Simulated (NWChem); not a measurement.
**CH8GeSSi (SMILES [SiH3][GeH2][CH2]S): levels of theory compared**

Aim: a comparison of 4 runs (HF/STO-3G, HF/3-21G, B3LYP/6-31G*) of CH8GeSSi. 

Program for the calculation: NWChem 7.3.0.

### 1 The system as given

The species is CH8GeSSi (12 atoms), meant as a singlet with charge 0. As SMILES, `[SiH3][GeH2][CH2]S`. The shape is that of a PBE0-D4/def2-TZVP optimisation. This is one conformer, not always the lowest.

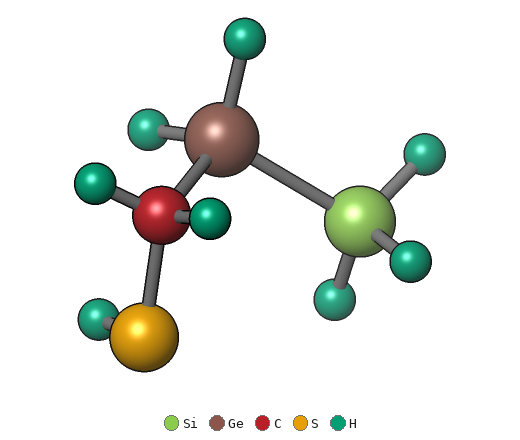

Viewed from a chosen angle; silicon green, germanium brown, carbon red, sulfur amber, hydrogen teal.

### 2 Energy and gradient at HF/STO-3G (run 1)

geom.xyz

```xyz
12
CH8GeSSi
Si    -1.306800     1.380000    -0.418500
Ge     0.070900     0.084400     1.028000
C      1.442200    -0.815000    -0.061800
S      0.708200    -1.700600    -1.456700
H     -0.450300     2.052700    -1.431200
H     -2.025800     2.421000     0.365000
H     -2.308600     0.528900    -1.108100
H     -0.751400    -1.016700     1.729600
H      0.743200     0.943400     2.120400
H      2.070700    -1.475600     0.536500
H      2.086200    -0.055400    -0.508700
H     -0.201600    -2.402100    -0.760400
```

geom.nw

```
start geom
title "CH8GeSSi"
memory stack 880 mb heap 220 mb global 1100 mb

geometry units angstroms noautosym nocenter noautoz
  load geom.xyz
end

basis spherical bse
  * library STO-3G
end

scf
  thresh 1e-08
  maxiter 80
  noprint "final vectors analysis"
end

task scf gradient
```

Started as:

```console
$ nwchem geom.nw > geom.out
```

The log of the run:

```text
[...]
  functions       =    49
[...]
  wavefunction    = RHF
[...]
         Total SCF energy =  -2772.618960717374
      One-electron energy =  -4742.536886816843
      Two-electron energy =   1539.219984500530
 Nuclear repulsion energy =    430.697941598939
        Time for solution =      3.7s
[...]
                         RHF ENERGY GRADIENTS
    atom               coordinates                        gradient
                 x          y          z           x          y          z
   1 Si     -2.469494   2.607822  -0.790850    0.004418  -0.009390   0.003145
   2 Ge      0.133982   0.159493   1.942638    0.001919   0.003655  -0.028458
   3 C       2.725363  -1.540127  -0.116785    0.016643  -0.011790  -0.007896
   4 S       1.338304  -3.213668  -2.752764    0.002430   0.009163   0.001584
   5 H      -0.850944   3.879041  -2.704576    0.020988   0.014258  -0.021472
   6 H      -3.828207   4.575027   0.689750   -0.015248   0.022807   0.019117
   7 H      -4.362621   0.999476  -2.094005   -0.021591  -0.018996  -0.014332
   8 H      -1.419940  -1.921284   3.268470   -0.021835  -0.029702   0.018216
   9 H       1.404444   1.782767   4.006975    0.018056   0.022865   0.029692
  10 H       3.913056  -2.788480   1.013838    0.001374  -0.003648   0.002363
  11 H       3.942346  -0.104691  -0.961304    0.000472   0.006102  -0.004638
[...]
```

Wall time 6 s (1 thread of AMD EPYC 9R45 (Zen 5), shared host); peak memory 0.1 GiB.

### 3 Energy and forces at HF/3-21G (run 2)

struct.nw

```
start struct
memory total 2200 mb

geometry noautosym nocenter noautoz
   Si   -1.306800    1.380000   -0.418500
   Ge    0.070900    0.084400    1.028000
   C     1.442200   -0.815000   -0.061800
   S     0.708200   -1.700600   -1.456700
   H    -0.450300    2.052700   -1.431200
   H    -2.025800    2.421000    0.365000
   H    -2.308600    0.528900   -1.108100
   H    -0.751400   -1.016700    1.729600
   H     0.743200    0.943400    2.120400
   H     2.070700   -1.475600    0.536500
   H     2.086200   -0.055400   -0.508700
   H    -0.201600   -2.402100   -0.760400
end

basis spherical bse
   * library 3-21G
end

scf
   thresh 1e-08
   maxiter 80
end

task scf gradient
```

Started as:

```console
$ nwchem struct.nw > struct.out
```

The log of the run:

```text
[...]
  functions       =    73
[...]
  wavefunction    = RHF
[...]
         Total SCF energy =  -2790.566129131508
      One-electron energy =  -4745.431010736475
      Two-electron energy =   1524.166940006029
 Nuclear repulsion energy =    430.697941598939
        Time for solution =      4.6s
[...]
                         RHF ENERGY GRADIENTS
    atom               coordinates                        gradient
                 x          y          z           x          y          z
   1 Si     -2.469494   2.607822  -0.790850    0.005189  -0.005693   0.005901
   2 Ge      0.133982   0.159493   1.942638   -0.007361   0.003959  -0.009922
   3 C       2.725363  -1.540127  -0.116785   -0.018868  -0.021333  -0.026473
   4 S       1.338304  -3.213668  -2.752764    0.009140   0.016925   0.027912
   5 H      -0.850944   3.879041  -2.704576    0.000029  -0.000054   0.000062
   6 H      -3.828207   4.575027   0.689750    0.000318  -0.000355  -0.000347
   7 H      -4.362621   0.999476  -2.094005    0.000015   0.000338  -0.000085
   8 H      -1.419940  -1.921284   3.268470    0.000725   0.000197   0.000554
   9 H       1.404444   1.782767   4.006975    0.000258  -0.000306   0.000813
  10 H       3.913056  -2.788480   1.013838    0.003932  -0.004332   0.005316
  11 H       3.942346  -0.104691  -0.961304    0.002434   0.005816  -0.003645
[...]
```

It took 7.2 s on 1 thread of AMD EPYC 9R45 (Zen 5), shared host; peak memory 0.1 GiB.

### 4 Energy and forces at B3LYP/6-31G(d) (Cartesian functions) (run 3)

run.py

```python
from ase import Atoms
from ase.calculators.nwchem import NWChem

atoms = Atoms(['Si', 'Ge', 'C', 'S', 'H', 'H', 'H', 'H', 'H', 'H', 'H', 'H'], positions=[
    [-1.306800, 1.380000, -0.418500],
    [0.070900, 0.084400, 1.028000],
    [1.442200, -0.815000, -0.061800],
    [0.708200, -1.700600, -1.456700],
    [-0.450300, 2.052700, -1.431200],
    [-2.025800, 2.421000, 0.365000],
    [-2.308600, 0.528900, -1.108100],
    [-0.751400, -1.016700, 1.729600],
    [0.743200, 0.943400, 2.120400],
    [2.070700, -1.475600, 0.536500],
    [2.086200, -0.055400, -0.508700],
    [-0.201600, -2.402100, -0.760400],
])

calc = NWChem(
    label='ch8gessi',
    theory='dft',
    memory='2200 mb',
    basis='6-31G*',
    dft={'xc': 'b3lyp', 'mult': '1', 'grid': 'fine', 'convergence': 'energy 1e-08', 'iterations': '100', 'mulliken': None, 'print': 'low'},
)
atoms.calc = calc

forces = atoms.get_forces()
e = atoms.get_potential_energy()
print(f"E = {e:.6f} eV")
print("forces (eV/A):")
for s, f in zip(atoms.symbols, forces):
    print(f"{s:2s} {f[0]:10.5f} {f[1]:10.5f} {f[2]:10.5f}")
```

Started as:

```console
$ export ASE_NWCHEM_COMMAND="nwchem PREFIX.nwi > PREFIX.nwo"
$ python run.py
```

The log of the run:

```text
E = -76392.133481 eV
forces (eV/A):
Si   -0.09343    0.10362   -0.04541
Ge   -0.06191    0.10480    0.12089
C     0.28730    0.12048    0.22564
S    -0.05343   -0.25012   -0.60174
H    -0.01563    0.02977   -0.02504
H    -0.02659    0.03204   -0.00663
H    -0.03075    0.00998   -0.02134
H    -0.06037   -0.08942    0.07924
H     0.05708    0.06006    0.11313
H     0.06772   -0.03121    0.07549
H     0.06829    0.05230    0.00021
H    -0.13822   -0.14223    0.08551
```

The calculator wrote ch8gessi.nwi:

```
title "ch8gessi"

permanent_dir ch8gessi

scratch_dir ch8gessi

start ch8gessi

geometry units angstrom nocenter noautosym noautoz
  Si -1.3068000000000000e+00 1.3799999999999999e+00 -4.1849999999999998e-01
  Ge 7.0900000000000005e-02 8.4400000000000003e-02 1.0280000000000000e+00
  C  1.4421999999999999e+00 -8.1499999999999995e-01 -6.1800000000000001e-02
  S  7.0820000000000005e-01 -1.7005999999999999e+00 -1.4567000000000001e+00
  H  -4.5029999999999998e-01 2.0527000000000002e+00 -1.4312000000000000e+00
  H  -2.0257999999999998e+00 2.4209999999999998e+00 3.6499999999999999e-01
  H  -2.3086000000000002e+00 5.2890000000000004e-01 -1.1081000000000001e+00
  H  -7.5139999999999996e-01 -1.0166999999999999e+00 1.7296000000000000e+00
  H  7.4319999999999997e-01 9.4340000000000002e-01 2.1204000000000001e+00
  H  2.0707000000000000e+00 -1.4756000000000000e+00 5.3649999999999998e-01
  H  2.0861999999999998e+00 -5.5399999999999998e-02 -5.0870000000000004e-01
  H  -2.0160000000000000e-01 -2.4020999999999999e+00 -7.6039999999999996e-01
end

memory 2200 mb

basis noprint
   * library 6-31G*
end

dft
  xc b3lyp
  mult 1
  grid fine
  convergence energy 1e-08
  iterations 100
  mulliken
  print low
end

task dft gradient
```

ch8gessi.nwo:

```text
Northwest Computational Chemistry Package (NWChem) 7.3.0
             --------------------------------------------------------

           Job information
           ---------------

    nwchem branch   = 7.3.0
    use scalapack   = T
    input           = ch8gessi.nwi
    prefix          = ch8gessi.
    data base       = ch8gessi/ch8gessi.db
    status          = startup
    nproc           =        1

           Memory information
           ------------------

    heap     =     72089596 doubles =      550.0 Mbytes
    stack    =     72089601 doubles =      550.0 Mbytes
    global   =    144179200 doubles =     1100.0 Mbytes (distinct from heap & stack)
    total    =    288358397 doubles =     2200.0 Mbytes
    verify   = yes
    hardfail = no

[... 39 lines left out ...]
            Nuclear Dipole moment (a.u.)
[... 82 lines left out ...]
   convergence    iter        energy       DeltaE   RMS-Dens  Diis-err    time
[... 11 lines left out ...]
         Total DFT energy =    -2807.359147830234
      One electron energy =    -4760.358809080629
           Coulomb energy =     1656.378131883070
    Exchange-Corr. energy =     -134.076412231614
 Nuclear repulsion energy =      430.697941598938
[... 21 lines left out ...]
    Atom       Charge   Shell Charges
 -----------   ------   -------------------------------------------------------
    1 Si  14    13.88   2.00  1.98  5.89  0.41  1.76  0.30  0.95  0.61
    2 Ge  32    32.07   2.00  1.94  5.99  0.77  5.90  0.39  1.95  0.22  0.74  7.73  3.45  0.98
    3 C    6     6.52   1.98  0.37  1.88  0.35  1.46  0.48
[... 8 lines of this table left out ...]
   12 H    1     0.89   0.50  0.39

                         DFT ENERGY GRADIENTS

    atom               coordinates                        gradient
                 x          y          z           x          y          z
   1 Si     -2.469494   2.607822  -0.790850    0.001817  -0.002015   0.000883
   2 Ge      0.133982   0.159493   1.942638    0.001204  -0.002038  -0.002351
   3 C       2.725363  -1.540127  -0.116785   -0.005587  -0.002343  -0.004388
[... 8 lines of this table left out ...]
  12 H      -0.380969  -4.539311  -1.436948    0.002688   0.002766  -0.001663

 Task  times  cpu:       33.6s     wall:       33.6s
 Total times  cpu:       33.6s     wall:       33.6s
```

Run time: 35 s. Hardware: 1 thread of AMD EPYC 9R45 (Zen 5), shared host; peak memory 0.14 GiB.

### 5 Energy and gradient at B3LYP/6-31G(d) (spherical functions) (run 4)

a.nw

```
start a
title "CH8GeSSi gradient"
memory stack 880 mb heap 220 mb global 1100 mb
charge 0

geometry units angstroms noautosym nocenter noautoz
  Si    -1.306800     1.380000    -0.418500
  Ge     0.070900     0.084400     1.028000
  C      1.442200    -0.815000    -0.061800
  S      0.708200    -1.700600    -1.456700
  H     -0.450300     2.052700    -1.431200
  H     -2.025800     2.421000     0.365000
  H     -2.308600     0.528900    -1.108100
  H     -0.751400    -1.016700     1.729600
  H      0.743200     0.943400     2.120400
  H      2.070700    -1.475600     0.536500
  H      2.086200    -0.055400    -0.508700
  H     -0.201600    -2.402100    -0.760400
end

basis spherical bse
  * library 6-31G*
end

dft
  xc b3lyp
  mult 1
  grid fine
  convergence energy 1e-08
  maxiter 100
  mulliken
end

task dft gradient
```

Started as:

```console
$ nwchem a.nw > a.out
```

The log of the run:

```text
[...]
          Wavefunction type:  closed shell.
          No. of atoms     :    12
          No. of electrons :    76
[...]
          Charge           :     0
          Spin multiplicity:     1
[...]
          AO basis - number of functions:    98
[...]
              XC Information
              --------------
                         B3LYP Method XC Potential
                     Hartree-Fock (Exact) Exchange  0.200
                        Slater Exchange Functional  0.800 local
                    Becke 1988 Exchange Functional  0.720 non-local
              Lee-Yang-Parr Correlation Functional  0.810
                  VWN I RPA Correlation Functional  0.190 local
[...]
 d= 0,ls=0.0,diis     1  -2807.3018342854 -3.24D+03  8.24D-03  3.42D-01     3.3
[...]
 d= 0,ls=0.0,diis     8  -2807.3488060659  2.99D-09  3.70D-06  2.60D-07    20.1
         Total DFT energy =    -2807.348806065883
      One electron energy =    -4760.517863302909
           Coulomb energy =     1656.609107561830
    Exchange-Corr. energy =     -134.137991923743
 Nuclear repulsion energy =      430.697941598939
[...]
  wavefunction    = closed shell
                         DFT ENERGY GRADIENTS
    atom               coordinates                        gradient
                 x          y          z           x          y          z
   1 Si     -2.469494   2.607822  -0.790850    0.001846  -0.002053   0.000964
   2 Ge      0.133982   0.159493   1.942638    0.001384  -0.002268  -0.002000
   3 C       2.725363  -1.540127  -0.116785   -0.005872  -0.002088  -0.004078
   4 S       1.338304  -3.213668  -2.752764    0.001109   0.004799   0.011538
   5 H      -0.850944   3.879041  -2.704576    0.000298  -0.000570   0.000495
   6 H      -3.828207   4.575027   0.689750    0.000520  -0.000630   0.000114
   7 H      -4.362621   0.999476  -2.094005    0.000598  -0.000176   0.000415
   8 H      -1.419940  -1.921284   3.268470    0.001407   0.002118  -0.001757
   9 H       1.404444   1.782767   4.006975   -0.001324  -0.001379  -0.002518
  10 H       3.913056  -2.788480   1.013838   -0.001299   0.000621  -0.001532
  11 H       3.942346  -0.104691  -0.961304   -0.001332  -0.001095   0.000000
[...]
```

It took 34 s on 1 thread of AMD EPYC 9R45 (Zen 5), shared host; peak memory 0.13 GiB.

### 6 Overview of the runs

| run | level | Cartesian functions | iteration cap | energy (Eh) | dipole moment (D) | largest force (eV/Å) | wall time |
| --- | --- | --- | --- | --- | --- | --- | --- |
| 1 | HF/STO-3G | no | 80 | -2772.618961 | 1.03 | 2.139 | 6 s |
| 2 | HF/3-21G | no | 80 | -2790.566129 | 1.76 | 1.999 | 7.2 s |
| 3 | B3LYP/6-31G* (Cartesian functions) | yes | 100 | -2807.359148 | – | 0.654 | 35 s |
| 4 | B3LYP/6-31G* (spherical functions) | no | 100 | -2807.348806 | 1.22 | 0.645 | 34 s |

### 7 Summary of results

| quantity | value |
| --- | --- |
| run 4: total energy | -2807.34881 Eh |
| run 4: dipole moment | 1.22 D |
| run 4: HOMO energy | -6.44 eV |
| run 4: LUMO energy | -0.02 eV |
| run 4: HOMO–LUMO gap | 6.42 eV |
| run 4: largest force on an atom | 0.645 eV/Å |

**Reading.** Over runs 1, 2, 4 the dipole moment (its size) runs from 1.03 D (HF/STO-3G) to 1.76 D (HF/3-21G). In run 1 the basis is minimal, so the values are rough. All runs together took 82 s, the longest 35 s.
